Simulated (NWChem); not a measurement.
# How basis sets differ on SiH2SF (SMILES F[SiH2][S])

SiH2SF has 5 atoms, charge 0, and is taken as a doublet. As SMILES, `F[SiH2][S]`. Geometry: relaxed at PBE0-D4/def2-TZVP.

Each level gives the vertical ionisation energy (to the singlet cation) (eV). The values are calculated.

```
                         level          kind  program  value (eV)  CPU time (all runs)
                      UHF/MINI  Hartree–Fock   NWChem       12.30                2.2 s
UHF/SBKJC-VDZ (core potential)  Hartree–Fock   NWChem       11.54                1.7 s
  UHF/LANL2DZ (core potential)  Hartree–Fock   NWChem       11.68                2.5 s
               UHF/DGauss-DZVP  Hartree–Fock   NWChem       11.41                 19 s
                     UHF/MIDI!  Hartree–Fock   NWChem       11.45                4.5 s
                 UHF/jorge-DZP  Hartree–Fock   NWChem       11.41                 19 s
                 UHF/jorge-TZP  Hartree–Fock   NWChem       11.37                100 s
```

The values span 11.37 to 12.30 eV. Without the sets that lack polarisation functions the rows with a basis span only 11.37 to 11.45 eV. Times are those of the runs behind each value, whatever else they computed, on shared processors of several kinds: orders of magnitude only.

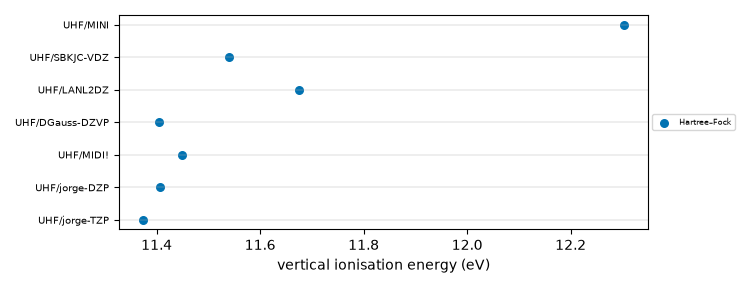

The values of the table, level by level.
